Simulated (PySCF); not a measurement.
System: C₅H₉ (doublet).

The calculation's input:

```
{"job": {"kind": "epr", "basis": "pcH-1"}, "charge": 0, "multiplicity": 2}
C      1.925064    -0.870542    -0.120795
C      1.303975     0.073490     0.563458
C      0.309625     1.036817    -0.034508
C     -1.038857     0.592114     0.394283
C     -1.824673    -0.368220    -0.407468
H      1.797350    -0.975519    -1.185868
H      2.593268    -1.571697     0.350753
H      1.437447     0.157068     1.633748
H      0.392330     1.024015    -1.122583
H      0.519796     2.045771     0.333044
H     -1.322283     0.750448     1.422037
H     -1.536471    -1.405648    -0.190595
H     -2.887498    -0.280338    -0.183586
H     -1.669752    -0.208231    -1.474088
```

Command:

```sh
OMP_NUM_THREADS=1 python probes_run.py task.json out
```

Geometry: GFN2-xTB.

The calculation used UKS B3LYP, pcH-1 on C H, non-relativistic, mean-field spin-orbit, GIAO (PySCF).

> What can the converged electron density, electron localisation function and spin density tell about the bonding?

C–C (1.32 Å): ρ at the midpoint is about 2.4 e/Å³; the ELF peaks at about 0.95 between the atoms: a short, multiple covalent bond.
C–H (1.08 Å): ρ at the midpoint is about 2 e/Å³; the ELF climbs to about 1 towards the hydrogen, as it does in any bond to H (an ordinary covalent bond to hydrogen).
The unpaired spin (1 electron) lies mostly on C4 (about 0.7), in electrons by Hirshfeld's partition.

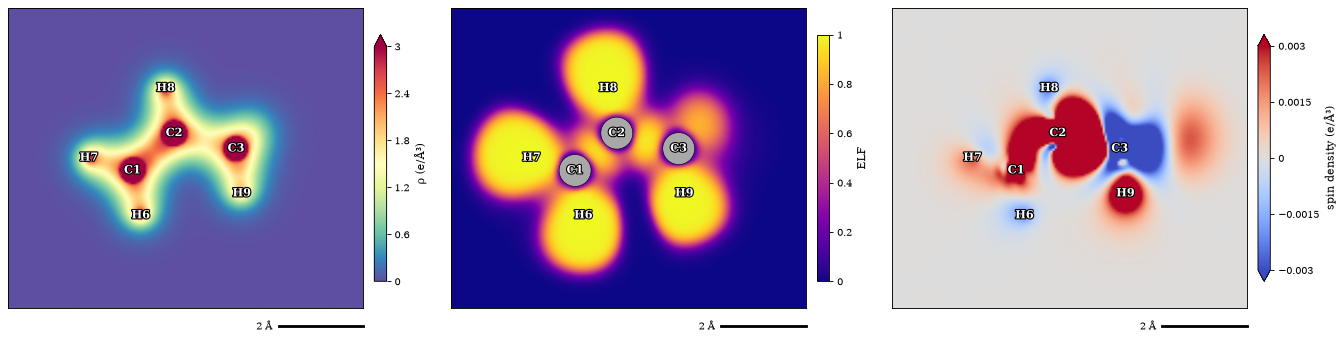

Computed electron density, electron localisation function and spin density on the plane of atoms C2, C1 and H7, in this order. Grey discs cover the atomic cores in the ELF map. 
